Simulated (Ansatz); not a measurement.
Computed with PBE (plane waves to 420 eV, PAW; Ansatz, an electronic-structure program).

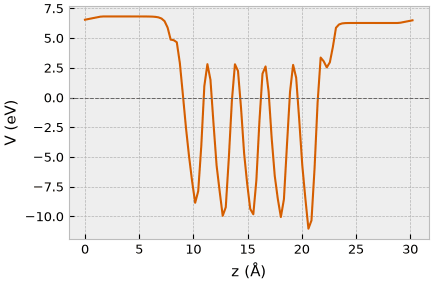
Figure. Plane-averaged electrostatic potential energy along the normal, in eV from the highest filled level, for the (000-1) surface of wurtzite ZnO, O-terminated, 2x2 with 2 F on 4 top atoms (bottom of the slab: 2 H on 4 bottom sites)

Slab: 44 atoms, 14.0 Å thick at the start with caps and adatoms; k 4x4x1, smearing 0.025 eV, dipole-corrected; 8 atoms held, the rest relaxed; no symmetry held; no spin, no spin-orbit, no U. It is one candidate, not shown to be the stable structure of the face.

The vacuum level lies 6.27 eV above the highest filled level over the top face and 6.82 eV above it under the bottom face.
